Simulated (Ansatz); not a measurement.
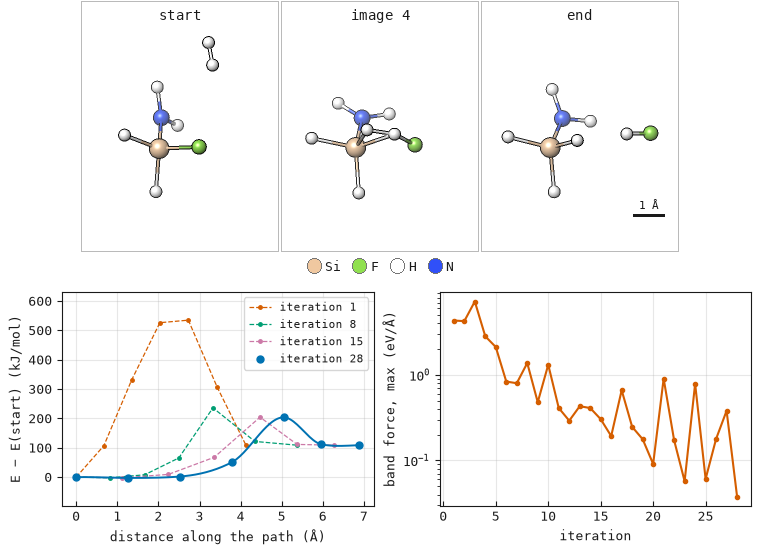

A search for the minimum-energy path of SiNH$_{6}$F, made up of SiNH4F and H2 by the nudged elastic band. Images are numbered from 0 (start) to 6 (end). The plot follows the band through its iterations. A ball-and-stick model, seen from a free direction.

Level of theory: Ansatz, RKS PBE0-D4/def2-SVP. Settings: 5 movable images; climbing image.

Q: Did the band converge, and can the barrier be trusted?

A: The run is converged, with reservations. The band converged in 28 iterations. The largest component of the band force went from 4.3 to 0.038 eV/Å. The climbing image converged on the top of the path. Its curvatures weren't checked. The largest force component is 0.83 eV/Å at the start and 0.29 eV/Å at the end; an end with forces this large is no minimum, and the barrier measured from it can be far off. The first iteration put the highest image at 534.8 kJ/mol. The highest point, image 4, lies 203.7 kJ/mol above the start and 94.8 kJ/mol above the end; the end is at +108.9 kJ/mol relative to the start. Image 1 lies below both ends, at −2.7 kJ/mol, so an end isn't at the bottom of its valley.

Limits of the set-up: the start holds two separate molecules, 2.7 Å apart at their closest, whose relative position is a soft coordinate.
